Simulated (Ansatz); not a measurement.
```xyz
11

Si   -0.6165    0.9724   -0.1829
H     1.5956   -2.7285   -0.8471
H    -2.1069    1.0300   -0.2061
H    -0.1170    2.3767   -0.2433
C    -0.0094    0.1171    1.3464
H     1.2362   -2.1022   -1.0414
O    -0.0523    0.1031   -1.4713
H    -0.3497    0.6461    2.2403
H    -0.3841   -0.9078    1.3916
H     1.0822    0.0832    1.3635
H    -0.2782    0.4099   -2.3498
```

The product side of a reaction path; geometry: PBE0-D4/def2-TZVP.

All numbers below come from Ansatz, RKS PBE0-D4/def2-TZVPP.

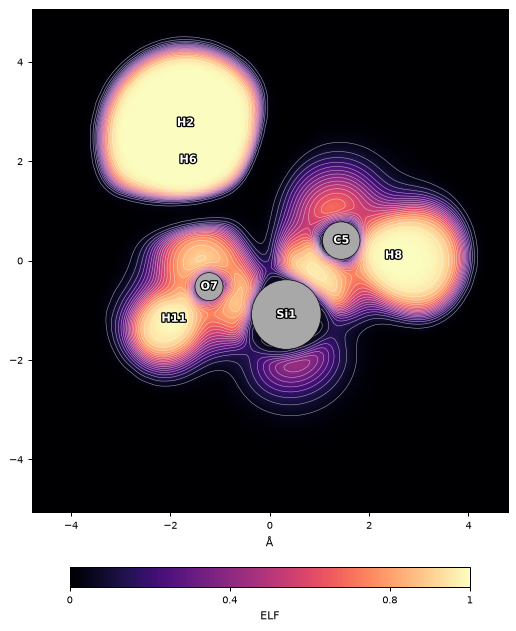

CH6OSi···H2. ELF on the plane of atoms Si1, C5 and H8. Grey discs cover the atomic cores.

Question: What does the map show?

Answer:
- Atoms in the plane: Si, H, C and O.
- O7···H6 (2.59 Å): the ELF dips to about 0 between them; a weak contact between the two molecules.
- Si–O (1.65 Å): the ELF peaks at about 0.85 between the atoms (a polar covalent bond).
- C–Si (1.85 Å): the ELF peaks at about 0.95 between the atoms, as expected for a covalent bond.
- H–H (0.75 Å): the ELF is about 1 at the midpoint.
- O–H (0.96 Å): the ELF climbs to about 1 towards the hydrogen, as it does in any bond to H (a covalent bond by its length).
- The ELF also peaks beside O7, away from the bonds: lone-pair regions.
